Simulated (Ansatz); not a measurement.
```
atom    x (Å)    y (Å)    z (Å)
  Al  -0.7862   1.7571  -0.0066
   N  -0.3640   0.0973   0.4674
   C   0.8114  -0.6332   0.1166
   S   0.6433  -1.8171  -1.2767
   H   0.3160   2.5721  -0.7963
   H  -2.2029   2.3022   0.4367
   H  -1.0383  -0.4771   0.9527
   H   1.2237  -1.1873   0.9630
   H   1.5876   0.0522  -0.2314
   H  -0.1077  -2.7173  -0.6224
```

Geometry: PBE0-D4/def2-TZVP.

Level of theory: RKS PBE0-D4/def2-TZVPP in Ansatz.

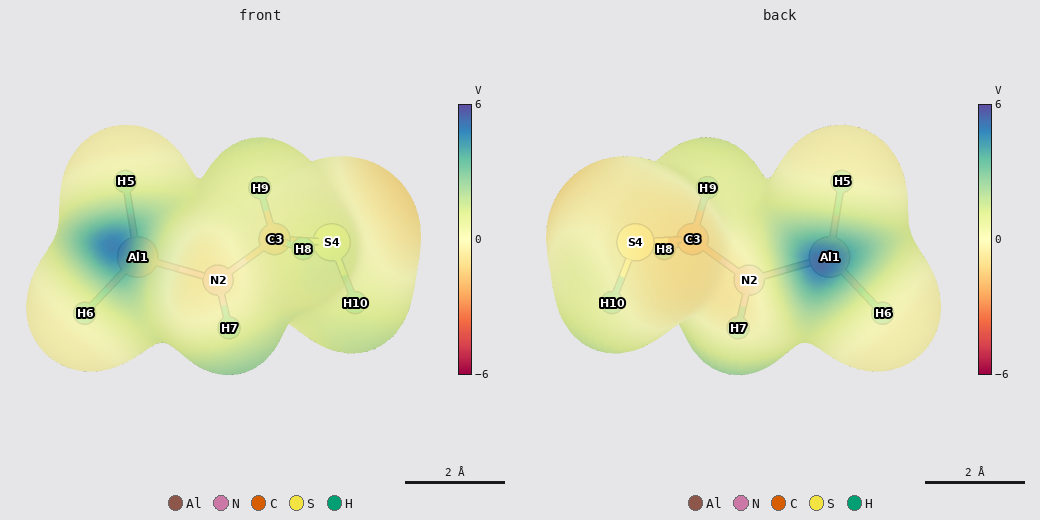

CH6AlNS (SMILES [AlH2][NH]CS). The electrostatic potential painted on the density surface at 0.004 e/bohr³, seen from the front and from behind; the colour scale runs from red (negative) to blue (positive).

Describe the electrostatic potential map.

Answer. The most negative region (about −1.1 V) lies over S4, the most positive (about +4.9 V) over Al1.
